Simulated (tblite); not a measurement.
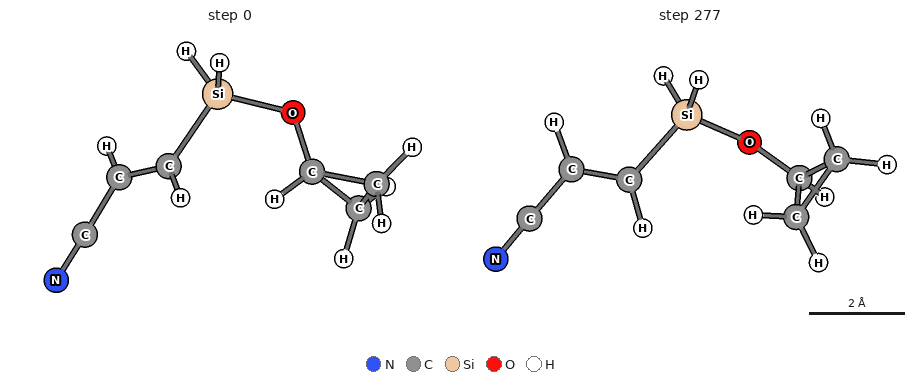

The structure of C6H9NOSi before (left) and after (right) a relaxation, at one scale.

Style: ball-and-stick. Shown face on.

The calculation used tblite, GFN2-xTB geometry optimisation, gas phase. 

### Summarise the run.

After 277 geometry steps the energy has fallen by 0.853 eV. An H atom moves most after the best rigid fit: 2.97 Å. Largest moves by element: H 2.97 Å, C 1.60 Å, O 1.13 Å, N 1.03 Å, Si 0.83 Å. Near-neighbour distances that change, for instance: O–Si 1.708 → 1.615 Å, C–H 1.127 → 1.079 Å, C–C 1.448 → 1.408 Å, C–Si 1.870 → 1.893 Å. Among the angles between lasting bonds that change: Si–O–C 114.7° → 134.5°, O–Si–H 113.9° → 99.4°, C–C–H 110.9° → 118.5°. Groups turn about C–O by about 160°, C–Si by about 65°, O–Si by about 40°.
